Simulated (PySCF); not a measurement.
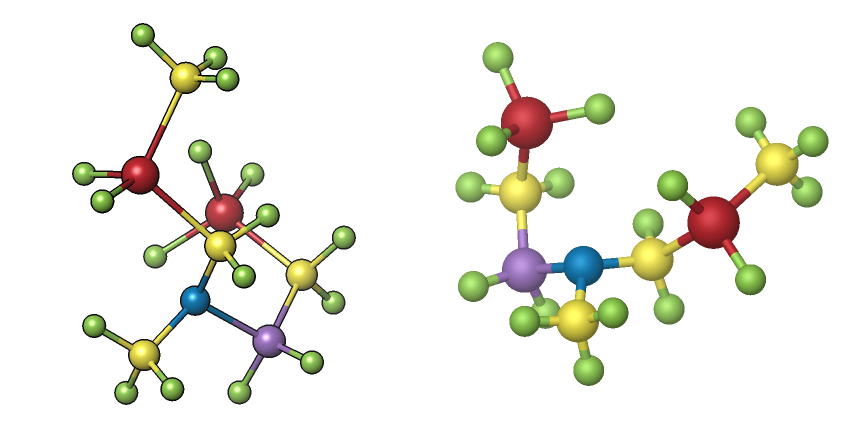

Two views of one molecule. Colours: carbon yellow, silicon red, oxygen blue, boron purple, hydrogen green.

Computed geometry: GFN2-xTB optimisation. No frequency run is at hand to confirm it as a minimum.

Question: What is the molecular formula?

Answer: C₄H₁₇BOSi₂, 25 atoms: 4 carbon, 17 hydrogen, 1 boron, 1 oxygen and 2 silicon.

Question: Give a SMILES string for it.

Answer: C[SiH2]C[O+](C)[BH2-]C[SiH3]

The parts below concern this one geometry. Atoms keep their numbers from picture to picture.

## Symmetry

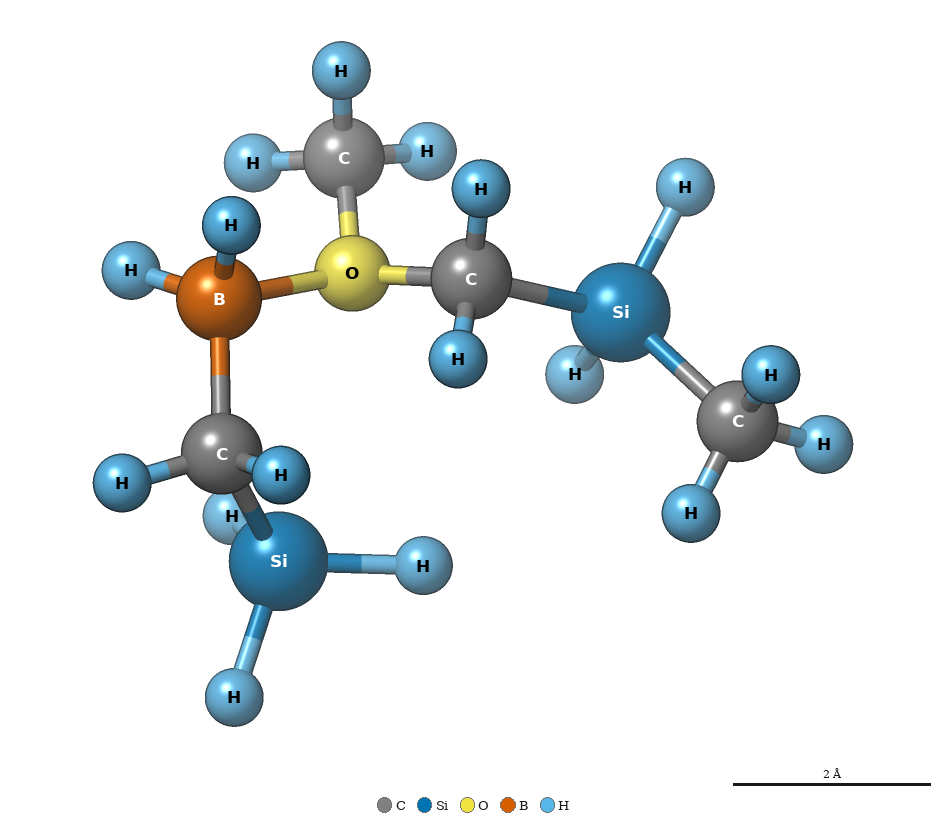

Distant atoms are faded towards the background colour. No frequency run is at hand to confirm it as a minimum. Masses are those of the most abundant isotopes; constants are for the rigid equilibrium geometry.

Question: Classify the rotor and give the rotational constants (cm⁻¹).

Answer: An asymmetric top (C1): A = 0.0529, B = 0.0284, C = 0.0219 cm⁻¹. Ray's parameter κ is −0.58, nearer the prolate limit.

## Dipole moment

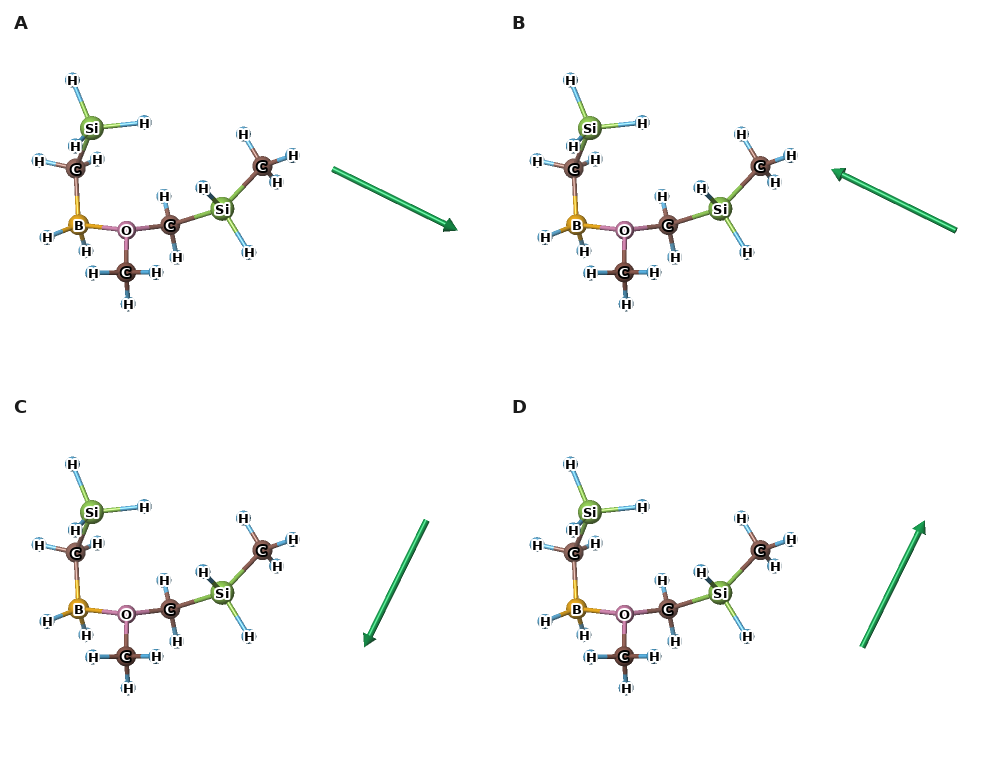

The same molecule four times, each with an arrow. No frequency run is at hand to confirm it as a minimum. Properties computed with PBE0/pcSseg-1, gas phase (PySCF 2.14.0).

Question: Which arrow points along the dipole moment, from the negative to the positive end?

Answer: A. The dipole moment is 4.31 D.

## Bond orders

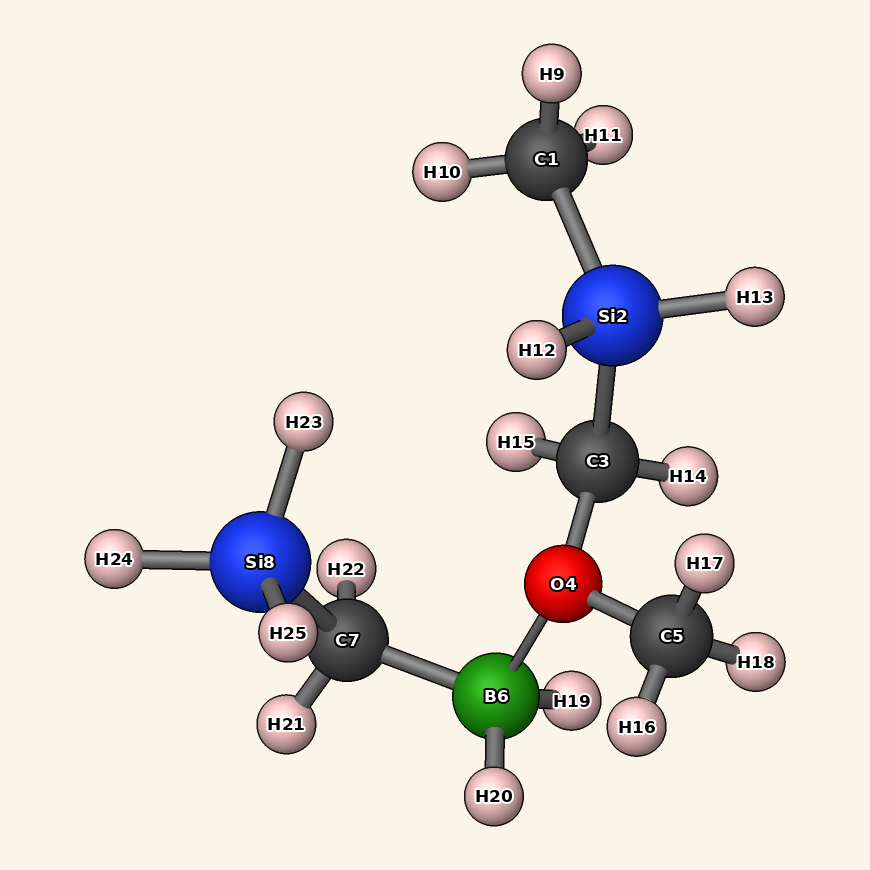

The thickness of each stick grows with its Mayer bond order. No frequency run is at hand to confirm it as a minimum. Method: PBE0/pcSseg-1 (PySCF 2.14.0).

Question: Which bond between heavy atoms has the lowest Mayer bond order?

Answer: O4–B6, 0.40, at 1.682 Å.

List the Mayer bond orders of C1–Si2, Si2–C3, C3–O4, O4–C5, O4–B6, B6–C7, C7–Si8 (bonds between heavy atoms, one of each equivalent set).

```tsv
bond	Mayer order	length (Å)
C1–Si2	0.98	1.893
Si2–C3	0.84	1.920
C3–O4	0.80	1.431
O4–C5	0.85	1.410
O4–B6	0.40	1.682
B6–C7	0.93	1.621
C7–Si8	0.95	1.890
```

## NMR shielding

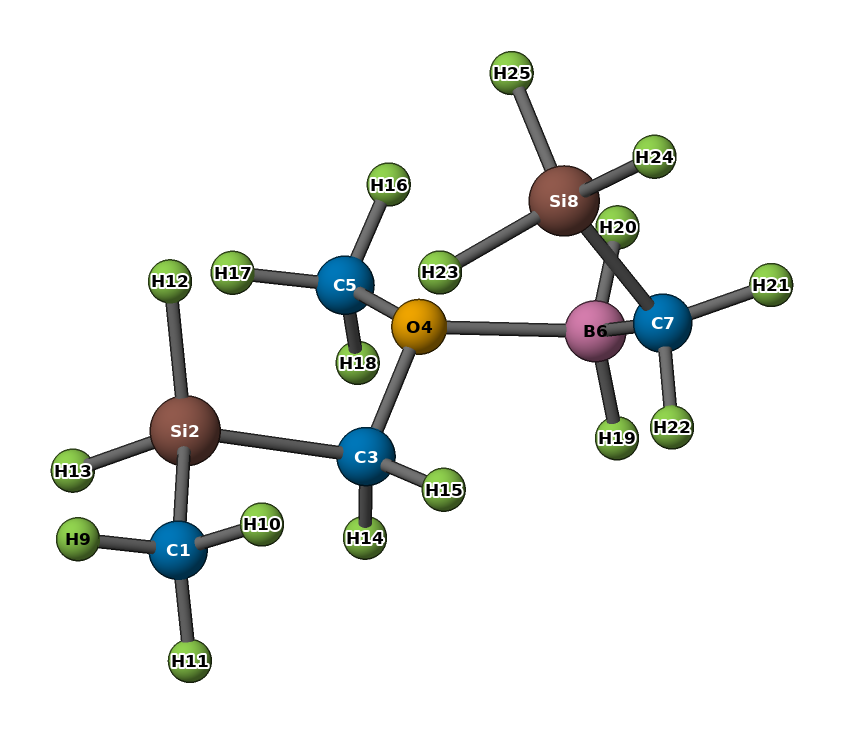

The questions are on isotropic NMR shieldings of the C atoms. No frequency run is at hand to confirm it as a minimum. Level of theory: GIAO PBE0/pcSseg-1 NMR shielding, non-relativistic, gas phase (PySCF 2.14.0).

Question: Which C atom is the most shielded (lowest chemical shift)?

Answer: C1 (195.8 ppm).

Question: Which C atom is the least shielded (highest chemical shift)?

Answer: C3 (119.3 ppm).

Question: How wide is the range of C shifts?

Answer: 76.5 ppm.

List the isotropic NMR shieldings of the C atoms.

```csv
atom,σ (ppm)
C1,195.8
C3,119.3
C5,120.3
C7,191.1
```

The geometry is semi-empirical. Around B, Si such bond lengths and angles can be off by a tenth of an ångström or more and by several degrees, and values that hang on the shape move with them.
